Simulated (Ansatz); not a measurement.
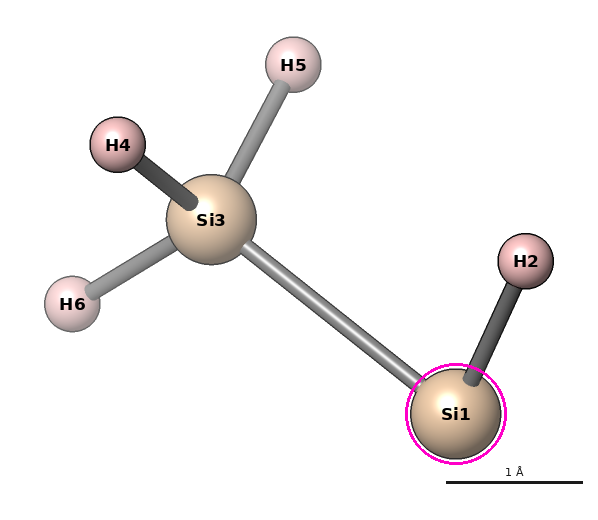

Orthographic view. Atoms fade into the background with distance from the viewer. Computed geometry: PBE0-D4/def2-TZVP optimisation.

### Which atoms are bonded to the circled atom?

The circled atom is Si1; it is bonded to H2, Si3.

### Which two atoms are farthest apart in space?

H2 and H6, 4.12 Å.

### Of Si3 and H4, which is nearer the viewer?

H4; the bond to Si3 points away from the viewer, so it looks shorter than its 1.49 Å.
